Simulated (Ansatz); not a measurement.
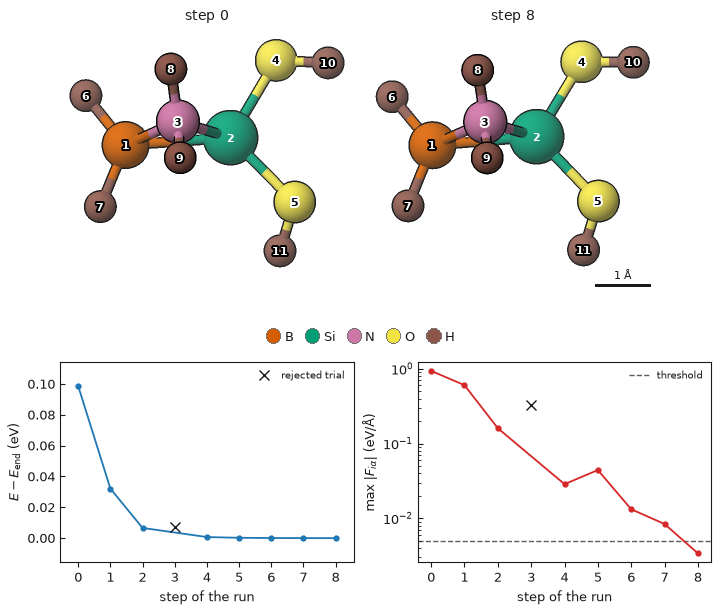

First and last geometry of a relaxation of BSiNH6O2, with the history of the run. Style: ball-and-stick. Shown at a tilt.

The start comes from PBE-D4/def2-SVP.

Theory: Ansatz 0.2.0, RKS PBE0-D4/def2-TZVP.

Input
```yaml
crystal:
  periodic: [false, false, false]
  atoms:
    - {symbol: B, position_ang: [-0.709115, 1.144930, 0.576357]}
    - {symbol: Si, position_ang: [0.080128, -0.034461, -0.764963]}
    - {symbol: N, position_ang: [0.247678, -0.078882, 1.143985]}
    - {symbol: O, position_ang: [1.625181, 0.096834, -1.392919]}
    - {symbol: O, position_ang: [-0.501066, -1.539395, -1.256749]}
    - {symbol: H, position_ang: [-0.222723, 2.249680, 0.734751]}
    - {symbol: H, position_ang: [-1.889823, 0.975165, 0.832025]}
    - {symbol: H, position_ang: [1.128776, 0.217541, 1.579676]}
    - {symbol: H, position_ang: [-0.211299, -0.796390, 1.717125]}
    - {symbol: H, position_ang: [1.978330, -0.747556, -1.729659]}
    - {symbol: H, position_ang: [-1.460767, -1.544466, -1.419029]}
basis:
  gaussian: {orbitals: def2-TZVP}
hamiltonian: {xc: pbe0, dispersion: d4}
relax: {f_tol: 0.005, max_steps: 150}
```

Launched with:
```bash
ansatz run in.yaml --threads 4 --pin off --events-out ev --progress --plain --max-ram 10444MiB
```

Question: Read the history and describe the run.

Answer: It converged. H11 moves most after the best rigid fit: 0.065 Å. By element the largest moves are H 0.065 Å, Si 0.050 Å, O 0.047 Å, B 0.039 Å, N 0.029 Å. Some distances before and after: Si2–N3 1.917 → 1.850 Å, Si2–O5 1.687 → 1.648 Å, Si2–O4 1.673 → 1.635 Å, B1–Si2 1.953 → 1.927 Å. Bond angles that change, for instance: Si2–O4–H10 113.3° → 116.3°, Si2–B1–N3 63.6° → 61.3°, B1–Si2–N3 50.6° → 52.6°. The energy falls by 0.099 eV in 7 accepted moves (8 points after the start). Largest force component: 0.94 eV/Å at the start, 0.0034 eV/Å at the end. The line search rejected the trial step at point 3 of the run. Cost: 22 s on 4 threads of Intel Xeon Platinum 8488C, with other jobs on the host.
